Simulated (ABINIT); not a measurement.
# A GW chain in ABINIT: SiC (Moissanite), part 2 of 3

How does a plane-wave GW calculation on SiC (Moissanite) run from the first input to the gap?

ABINIT 10.8.3; PBE and many-body steps on it, plane waves. Known limits of the many-body steps: not at the basis limit.

So far. Step 2 (Ground state): The gap is indirect, with the least direct gap 1.75 eV higher.

**3. Bands along the symmetry lines**

Level of this step: DFT, PBE, plane waves, norm-conserving pseudopotentials (ABINIT).

The cheap functional maps the bands first; the places of the edges decide which points the dearer methods must see.

The input, run.abi:

```
acell 3*1.0 Angstrom
rprim 
  3.075999999976 0.000000000005 0.000000000000
  -1.537999999993 2.663894142018 0.000000000000
  0.000000000000 0.000000000000 5.048000000000
ntypat 2
znucl 14 6
natom 4
typat 1 1 2 2
xred 
  0.333333333333 0.666666666667 0.000000000000
  0.666666666667 0.333333333333 0.500000000000
  0.333333333333 0.666666666667 0.385000000000
  0.666666666667 0.333333333333 0.885000000000
pp_dirpath "pseudos"
pseudos "Si.upf, C.upf"
ecut 37
iscf -2
irdden 1
kptopt 0
nkpt 75
kpt 
  0.00000000 0.00000000 0.00000000
  0.06250000 0.00000000 0.00000000
  0.12500000 0.00000000 0.00000000
  0.18750000 0.00000000 0.00000000
  0.25000000 0.00000000 0.00000000
  0.31250000 0.00000000 0.00000000
  0.37500000 0.00000000 0.00000000
  0.43750000 0.00000000 0.00000000
  0.50000000 0.00000000 0.00000000
  0.47916667 0.04166667 0.00000000
  0.45833333 0.08333333 0.00000000
  0.43750000 0.12500000 0.00000000
  0.41666666 0.16666666 0.00000000
  0.39583333 0.20833333 0.00000000
  0.37500000 0.25000000 0.00000000
  0.35416666 0.29166666 0.00000000
  0.33333333 0.33333333 0.00000000
  0.29166666 0.29166666 0.00000000
  0.25000000 0.25000000 0.00000000
  0.20833333 0.20833333 0.00000000
  0.16666666 0.16666666 0.00000000
  0.12500000 0.12500000 0.00000000
  0.08333333 0.08333333 0.00000000
  0.04166667 0.04166667 0.00000000
  0.00000000 0.00000000 0.00000000
  0.00000000 0.00000000 0.06250000
  0.00000000 0.00000000 0.12500000
  0.00000000 0.00000000 0.18750000
  0.00000000 0.00000000 0.25000000
  0.00000000 0.00000000 0.31250000
  0.00000000 0.00000000 0.37500000
  0.00000000 0.00000000 0.43750000
  0.00000000 0.00000000 0.50000000
  0.06250000 0.00000000 0.50000000
  0.12500000 0.00000000 0.50000000
  0.18750000 0.00000000 0.50000000
  0.25000000 0.00000000 0.50000000
  0.31250000 0.00000000 0.50000000
  0.37500000 0.00000000 0.50000000
  0.43750000 0.00000000 0.50000000
  0.50000000 0.00000000 0.50000000
  0.47916667 0.04166667 0.50000000
  0.45833333 0.08333333 0.50000000
  0.43750000 0.12500000 0.50000000
  0.41666666 0.16666666 0.50000000
  0.39583333 0.20833333 0.50000000
  0.37500000 0.25000000 0.50000000
  0.35416666 0.29166666 0.50000000
  0.33333333 0.33333333 0.50000000
  0.29166666 0.29166666 0.50000000
  0.25000000 0.25000000 0.50000000
  0.20833333 0.20833333 0.50000000
  0.16666666 0.16666666 0.50000000
  0.12500000 0.12500000 0.50000000
  0.08333333 0.08333333 0.50000000
  0.04166667 0.04166667 0.50000000
  0.00000000 0.00000000 0.50000000
  0.50000000 0.00000000 0.50000000
  0.50000000 0.00000000 0.43750000
  0.50000000 0.00000000 0.37500000
  0.50000000 0.00000000 0.31250000
  0.50000000 0.00000000 0.25000000
  0.50000000 0.00000000 0.18750000
  0.50000000 0.00000000 0.12500000
  0.50000000 0.00000000 0.06250000
  0.50000000 -0.00000000 0.00000000
  0.33333333 0.33333333 0.50000000
  0.33333333 0.33333333 0.43750000
  0.33333333 0.33333333 0.37500000
  0.33333333 0.33333333 0.31250000
  0.33333333 0.33333333 0.25000000
  0.33333333 0.33333333 0.18750000
  0.33333333 0.33333333 0.12500000
  0.33333333 0.33333333 0.06250000
  0.33333333 0.33333333 0.00000000
istwfk *1
nband 15
nbdbuf 2
tolwfr 1e-08
nstep 40
prtwf 0
prtvol 0
indata_prefix "in"
outdata_prefix "out"
tmpdata_prefix "tmp"
```

Launch:

```sh
> OMP_NUM_THREADS=1 mpirun -n 8 abinit run.abi > log
```

Numbers of over 12 decimals in the logs are rounded to 6 here.

The log of the run:

```text
.Version 10.8.3 of ABINIT. v10.8.2 released Aug 2026.

 Symmetries : space group P6_3 m c (#186); Bravais hP (primitive hexag.)
[... echo of the input left out ...]
== DATASET  1 ==================================================================
-   mpi_nproc: 8, omp_nthreads: 1 (-1 if OMP is not activated)

--- !DatasetInfo
iteration_state: {dtset: 1, }
dimensions: {natom: 4, nkpt: 75, mband: 15, nsppol: 1, nspinor: 1, nspden: 1, mpw: 3033, }
cutoff_energies: {ecut:  37.0, pawecutdg:  -1.0, }
electrons: {nelect:   1.60000000E+01, charge:   0.00000000E+00, occopt:   1.00000000E+00, tsmear:   1.00000000E-02, }

 Real(R)+Recip(G) space primitive vectors, cartesian coordinates (Bohr,Bohr^-1):
 R(1)=  5.8127976  0.0000000  0.0000000  G(1)=  0.1720342  0.0993240  0.0000000
 R(2)= -2.9063988  5.0340304  0.0000000  G(2)=  0.0000000  0.1986480  0.0000000
 R(3)=  0.0000000  0.0000000  9.5393375  G(3)=  0.0000000  0.0000000  0.1048291
 Unit cell volume ucvol=  2.7913818E+02 bohr^3
 Angles (23,13,12)=  9.00000000E+01  9.00000000E+01  1.20000000E+02 degrees

 getcut: wavevector=  0.0000  0.0000  0.0000  ngfft=  32  32  54
         ecut(hartree)=     37.000   => boxcut(ratio)=   2.01048

--- Pseudopotential description ------------------------------------------------
- Si Generated using ONCVPSP code by D. R. Hamann
- 14.00000   4.00000  171031                  znucl, zion, pspdat
12 -101130 2 -1 1510                          pspcod,pspxc,lmax,lloc,mmax
     nproj     2     2     2
  pspatm : epsatm=    9.34321561
         --- l  ekb(1:nproj) -->
             0    5.168965    0.829883
             1    2.571282    0.578307
             2   -2.427311   -0.488097
 pspatm: atomic psp has been read  and splines computed

- C Generated using ONCVPSP code by D. R. Hamann
-  6.00000   4.00000  171031                  znucl, zion, pspdat
12 -101130 1 -1 1248                          pspcod,pspxc,lmax,lloc,mmax
     nproj     2     2     0
  pspatm : epsatm=    4.31346680
         --- l  ekb(1:nproj) -->
[...]
pspatm: atomic psp has been read  and splines computed

--------------------------------------------------------------------------------

================================================================================
 prteigrs : about to open file out_EIG
 Non-SCF case, kpt    1 (  0.00000  0.00000  0.00000), residuals and eigenvalues=
  2.38E-09  2.87E-09  8.22E-09  1.38E-09  9.38E-09  2.51E-09  8.99E-09  3.53E-09
  5.47E-09  5.49E-09  7.64E-09  8.89E-09  8.82E-09  9.04E-09  7.26E-08
 -3.1576E-01 -1.8705E-01 -5.7430E-02  2.0511E-01  2.0511E-01  2.5223E-01
  2.5223E-01  2.6234E-01  4.3211E-01  4.8352E-01  5.0154E-01  5.0154E-01
[...]
Non-SCF case, kpt    2 (  0.06250  0.00000  0.00000), residuals and eigenvalues=
  2.69E-09  3.36E-09  5.36E-09  6.57E-09  5.77E-09  9.70E-09  7.08E-09  2.12E-09
[...]
Non-SCF case, kpt   74 (  0.33333  0.33333  0.06250), residuals and eigenvalues=
[...]
Non-SCF case, kpt   75 (  0.33333  0.33333  0.00000), residuals and eigenvalues=
[...]
-1.5000E-01 -1.5000E-01  7.3173E-03  2.3247E-02  2.3247E-02  1.1093E-01
  1.1381E-01  1.1381E-01  3.4794E-01  5.5576E-01  5.8007E-01  5.8007E-01
[...]
--- !ResultsGS
iteration_state: {dtset: 1, }
comment   : Summary of ground state results
lattice_vectors:
- [  5.8127976,   0.0000000,   0.0000000, ]
- [ -2.9063988,   5.0340304,   0.0000000, ]
- [  0.0000000,   0.0000000,   9.5393375, ]
lattice_lengths: [   5.81280,    5.81280,    9.53934, ]
lattice_angles: [ 90.000,  90.000, 120.000, ] # degrees, (23, 13, 12)
lattice_volume:   2.7913818E+02
convergence: {deltae:  0.000E+00, res2:  0.000E+00, residm:  9.995E-09, diffor:  0.000E+00, }
etotal    :  -2.05374939E+01
entropy   :   0.00000000E+00
fermie    :   2.62342056E-01
cartesian_stress_tensor: null
pressure_GPa: null
xred      :
- [  3.3333E-01,   6.6667E-01,   0.0000E+00, Si]
- [  6.6667E-01,   3.3333E-01,   5.0000E-01, Si]
- [  3.3333E-01,   6.6667E-01,   3.8500E-01,  C]
- [  6.6667E-01,   3.3333E-01,   8.8500E-01,  C]
cartesian_forces: null
force_length_stats: {min: null, max: null, mean: null, }

 Integrated electronic density in atomic spheres:
 ------------------------------------------------
 Atom  Sphere_radius  Integrated_density
[...]
================================================================================

 ----iterations are completed or convergence reached----

 Mean square residual over all n,k,spin=   52.724E-10; max=  99.955E-10
 reduced coordinates (array xred) for    4 atoms
[...]
0.333333333333      0.666666666667      0.385000000000
       0.666666666667      0.333333333333      0.885000000000

 cartesian coordinates (angstrom) at end:
    1     -3.33e-12     1.775929     0.000000
    2      1.538000     0.887965     2.524000
    3     -3.33e-12     1.775929     1.943480
    4      1.538000     0.887965     4.467480
 length scales=  1.889726125908  1.889726125908  1.889726125908 bohr
              =  1.000000000000  1.000000000000  1.000000000000 angstroms
 prteigrs : about to open file out_EIG
 Eigenvalues (hartree) for nkpt=  75  k points:
 kpt#   1, nband= 15, wtk=  1.00000, kpt=  0.0000  0.0000  0.0000 (reduced coord)
[...]
kpt#   2, nband= 15, wtk=  1.00000, kpt=  0.0625  0.0000  0.0000 (reduced coord)
[...]
kpt#   3, nband= 15, wtk=  1.00000, kpt=  0.1250  0.0000  0.0000 (reduced coord)
[...]
kpt#  74, nband= 15, wtk=  1.00000, kpt=  0.3333  0.3333  0.0625 (reduced coord)
  -0.14965   -0.14965    0.00797    0.02019    0.02019    0.10915    0.11778    0.11778
   0.35100    0.55529    0.56756    0.56756    0.61408    0.61408    0.68829
 kpt#  75, nband= 15, wtk=  1.00000, kpt=  0.3333  0.3333  0.0000 (reduced coord)
  -0.15000   -0.15000    0.00732    0.02325    0.02325    0.11093    0.11381    0.11381
   0.34794    0.55576    0.58007    0.58007    0.60707    0.60707    0.68412

== END DATASET(S) ==============================================================
================================================================================

 -outvars: echo values of variables after computation  --------
            nband          15
             nkpt          75
          spgroup         186
 [... the other variables as echoed above ...]

 Calculation completed.
```

Run time: 5.6 s. Hardware: 8 MPI ranks of Intel Xeon 6975P-C (Granite Rapids), shared host; peak memory 0.63 GiB.

This step gave:

```yaml
gap: 2.329 eV
k_of_the_valence_top: 0, 0, 0
k_of_the_conduction_bottom: 0.3333, 0.3333, 0
least_direct_gap: 4.083 eV
```

The gap is 2.329 eV, as in the run before at this level.

The electronic bands at the labelled points (eV, zero at the top of the highest filled band; v1 is the highest filled band, c1 the lowest empty one):

| point | v4 | v3 | v2 | v1 | c1 | c2 | c3 | c4 |
| --- | --- | --- | --- | --- | --- | --- | --- | --- |
| Γ | -1.56 | -0.28 | -0.28 | 0.00 | 4.62 | 6.02 | 6.51 | 6.51 |
| M | -5.44 | -3.55 | -3.26 | -1.49 | 2.60 | 4.20 | 6.75 | 7.21 |
| K | -6.51 | -4.12 | -4.04 | -4.04 | 2.33 | 7.98 | 8.65 | 8.65 |
| Γ | -1.56 | -0.28 | -0.28 | 0.00 | 4.62 | 6.02 | 6.51 | 6.51 |
| A | -0.97 | -0.97 | -0.97 | -0.97 | 5.71 | 5.71 | 7.17 | 7.17 |
| L | -2.69 | -2.69 | -2.34 | -2.34 | 3.17 | 3.17 | 5.00 | 5.00 |
| H | -5.86 | -5.86 | -1.75 | -1.75 | 4.82 | 4.82 | 5.97 | 5.97 |
| A | -0.97 | -0.97 | -0.97 | -0.97 | 5.71 | 5.71 | 7.17 | 7.17 |
| jump to L | -2.69 | -2.69 | -2.34 | -2.34 | 3.17 | 3.17 | 5.00 | 5.00 |
| M | -5.44 | -3.55 | -3.26 | -1.49 | 2.60 | 4.20 | 6.75 | 7.21 |
| jump to H | -5.86 | -5.86 | -1.75 | -1.75 | 4.82 | 4.82 | 5.97 | 5.97 |
| K | -6.51 | -4.12 | -4.04 | -4.04 | 2.33 | 7.98 | 8.65 | 8.65 |

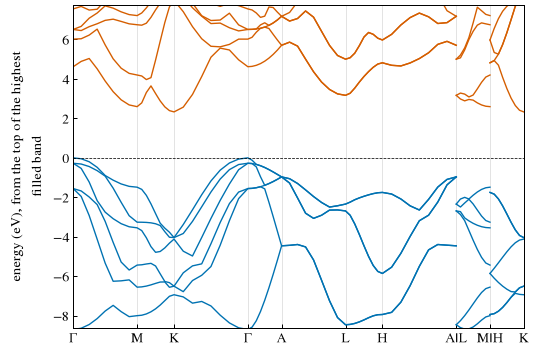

Electronic bands along the path; lines of filled and empty bands in two colours.

**4. Empty states on the mesh, 6×6×4 mesh, 167 bands**

The sums over transitions need many empty states on a uniform mesh; this step solves for them.

The input, run.abi:

```
acell 3*1.0 Angstrom
rprim 
  3.075999999976 0.000000000005 0.000000000000
  -1.537999999993 2.663894142018 0.000000000000
  0.000000000000 0.000000000000 5.048000000000
ntypat 2
znucl 14 6
natom 4
typat 1 1 2 2
xred 
  0.333333333333 0.666666666667 0.000000000000
  0.666666666667 0.333333333333 0.500000000000
  0.333333333333 0.666666666667 0.385000000000
  0.666666666667 0.333333333333 0.885000000000
pp_dirpath "pseudos"
pseudos "Si.upf, C.upf"
ecut 37
ngkpt 6 6 4
nshiftk 1
shiftk 0 0 0
kptopt 1
chksymbreak 0
irdden 1
istwfk *1
nband 167
prtvol 0
optdriver 6
gwr_task "HDIAGO"
paral_kgb 0
occopt 1
indata_prefix "in"
outdata_prefix "out"
tmpdata_prefix "tmp"
```

The log of the run:

```text
[banner, memory and clock lines left out]
.Version 10.8.3 of ABINIT. v10.8.2 released Aug 2026.

 Symmetries : space group P6_3 m c (#186); Bravais hP (primitive hexag.)
[... echo of the input left out ...]
== DATASET  1 ==================================================================
-   mpi_nproc: 8, omp_nthreads: 1 (-1 if OMP is not activated)

--- !DatasetInfo
iteration_state: {dtset: 1, }
dimensions: {natom: 4, nkpt: 21, mband: 167, nsppol: 1, nspinor: 1, nspden: 1, mpw: 3018, }
cutoff_energies: {ecut:  37.0, pawecutdg:  -1.0, }
electrons: {nelect:   1.60000000E+01, charge:   0.00000000E+00, occopt:   1.00000000E+00, tsmear:   1.00000000E-02, }

.Using double precision arithmetic; gwpc =  8

- Reading GS density from: in_DEN

--- Pseudopotential description ------------------------------------------------
- Si Generated using ONCVPSP code by D. R. Hamann
- 14.00000   4.00000  171031                  znucl, zion, pspdat
12 -101130 2 -1 1510                          pspcod,pspxc,lmax,lloc,mmax
     nproj     2     2     2
  pspatm : epsatm=    9.34321561
         --- l  ekb(1:nproj) -->
             0    5.168965    0.829883
             1    2.571282    0.578307
             2   -2.427311   -0.488097
 pspatm: atomic psp has been read  and splines computed

- C Generated using ONCVPSP code by D. R. Hamann
-  6.00000   4.00000  171031                  znucl, zion, pspdat
12 -101130 1 -1 1248                          pspcod,pspxc,lmax,lloc,mmax
     nproj     2     2     0
  pspatm : epsatm=    4.31346680
         --- l  ekb(1:nproj) -->
             0    6.481548    0.385504
             1   -4.199961   -0.877517
 pspatm: atomic psp has been read  and splines computed

   4.37013837E+02                                ecore*ucvol(ha*bohr**3)

 Total charge density [el/Bohr^3]
)     Maximum=    2.8092E-01  at reduced coord.    0.7813    0.4063    0.9074
)     Minimum=    1.9281E-03  at reduced coord.    0.3125    0.6563    0.0000
   Integrated=    1.6000E+01

 === KS gaps after direct diagonalization ===
 Indirect band gap semiconductor
 Fundamental gap:     2.329 (eV)
   VBM:     7.139 (eV) at k: [ 0.0000E+00,  0.0000E+00,  0.0000E+00]
   CBM:     9.468 (eV) at k: [ 3.3333E-01,  3.3333E-01,  0.0000E+00]
 Direct gap:         4.083 (eV) at k: [ 5.0000E-01,  0.0000E+00,  0.0000E+00]

== END DATASET(S) ==============================================================

 -outvars: echo values of variables after computation  --------
           etotal      0.0000000000E+00
            nband         167
             nkpt          21
          spgroup         186
 [... the other variables as echoed above ...]

 Calculation completed.
```

Elapsed: 34 s, on 8 MPI ranks; peak memory 4.4 GiB.

Numbers from this step:

```
gap                                                           : 2.329 eV
k of the valence top                                          : 0, 0, 0
k of the conduction bottom                                    : 0.3333, 0.3333, 0
least direct gap                                              : 4.083 eV
k points computed                                             : 21
lowest point of the top converged band, above the valence top : 121.0657 eV
```

On this mesh the gap is 2.329 eV.

**5. Screening, 6×6×4 mesh, 159 bands, screening to 195.9 eV**

The RPA dielectric matrix is built and inverted for each q.

This step: RPA screening on PBE, plane waves, norm-conserving pseudopotentials.

run.abi, as its differences from that of step 4:

```diff
@@ -22,10 +22,11 @@
 chksymbreak 0
-irdden 1
 istwfk *1
-nband 167
-prtvol 0
-optdriver 6
-gwr_task "HDIAGO"
-paral_kgb 0
 occopt 1
+irdwfk 1
+optdriver 3
+nband 159
+ecuteps 7.2
+inclvkb 2
+awtr 1
+symchi 1
 indata_prefix "in"
```

The log of the run:

```text
.Version 10.8.3 of ABINIT. v10.8.2 released Aug 2026.

 Symmetries : space group P6_3 m c (#186); Bravais hP (primitive hexag.)
[... echo of the input left out ...]
== DATASET  1 ==================================================================
-   mpi_nproc: 8, omp_nthreads: 1 (-1 if OMP is not activated)

--- !DatasetInfo
iteration_state: {dtset: 1, }
dimensions: {natom: 4, nkpt: 21, mband: 159, nsppol: 1, nspinor: 1, nspden: 1, mpw: 3018, }
cutoff_energies: {ecut:  37.0, pawecutdg:  -1.0, }
electrons: {nelect:   1.60000000E+01, charge:   0.00000000E+00, occopt:   1.00000000E+00, tsmear:   1.00000000E-02, }

 SCREENING: Calculation of the susceptibility and dielectric matrices

 Based on a program developped by R.W. Godby, V. Olevano, G. Onida, and L. Reining.
 Incorporated in ABINIT by V. Olevano, G.-M. Rignanese, and M. Torrent.
.Using double precision arithmetic ; gwpc =  8

[... cell and pseudopotentials left out ...]
--------------------------------------------------------------------------------

 ==== K-mesh for the wavefunctions ====
 Number of points in the irreducible wedge :    21
[... list of points left out ...]
 Together with 12 symmetry operations and time-reversal symmetry
 yields   144 points in the full Brillouin Zone.

 ==== Q-mesh for the screening function ====
 Number of points in the irreducible wedge :    21
[... list of points left out ...]
 Together with 12 symmetry operations and time-reversal symmetry
 yields   144 points in the full Brillouin Zone.

 setmesh: FFT mesh size selected  =    20x   20x   40
          total number of points  =        16000

 vcoul_init : cutoff-mode = AUXILIARY_FUNCTION
 q-points for optical limit:   1
     1)      0.000010    0.000020    0.000030

- screening: taking advantage of time-reversal symmetry
- Maximum band index for partially occupied states nbvw = 8
- Remaining bands to be divided among processors   nbcw = 151
- Number of bands treated by each node ~18

 Number of electrons calculated from density =   16.0000; Expected =   16.0000
 average of density, n =  0.057319
 r_s =    1.6089
 omega_plasma =   23.0944 [eV]

 calculating chi0 at frequencies [eV] :
  1    0.000000E+00    0.000000E+00
  2    0.000000E+00    2.309436E+01

--------------------------------------------------------------------------------
  q-point number  1        q = ( 0.000000, 0.000000, 0.000000) [r.l.u.]
--------------------------------------------------------------------------------
[... chi0 elements left out ...]
 For q-point:  0.000010 0.000020 0.000030
  dielectric constant =   6.8432
  dielectric constant without local fields =   7.4943

  Average fulfillment of the sum rule on Im[epsilon] for q-point    1 :     90.63  [%]
[... wings left out ...]
  q-point number  2        q = ( 0.166667, 0.000000, 0.000000) [r.l.u.]
--------------------------------------------------------------------------------
[... chi0 elements left out ...]
  Average fulfillment of the sum rule on Im[epsilon] for q-point    2 :     94.33  [%]

 [... 19 further q-points ...]
```

It took 63 s on 8 MPI ranks; peak memory 2.1 GiB.

This step gave:

```yaml
eps_infinity_with_local_fields_on_this_mesh_along_the_program_s_q_direction: 6.843
the_same_without_local_fields: 7.494
plasma_frequency: 23.09 eV
plane_waves_in_the_screening_matrix: 251
```

Local fields lower ε∞ by 9 %.

(Part 2 of 3 ends here.)

[Paths, hosts, dates, memory and timing lines, banners, echoed tables and standing remarks are left out of the program output.]

[Logs are printed without paths, hosts, clocks, repeated set-up lines and the standing remarks that a program may print on its own settings, such as how far it seeks lower states.]

[Runs of the session that timed out or met a known fault of the program may be left out.]

[Hosts, paths, dates, database ids (printed as entryN), source tags and the programs' standing remarks are cut or masked in the printed files.]

[G0W0 gaps are taken among the corrected bands and points alone; a level outside them can change the order at an edge.]

[Where Ansatz stands beside ABINIT at settings called matched, ABINIT's density can come from a denser mesh and the files from another edition; pairs whose starting gaps differed by over 0.03 eV were left out, so agreement reads better than it is.]
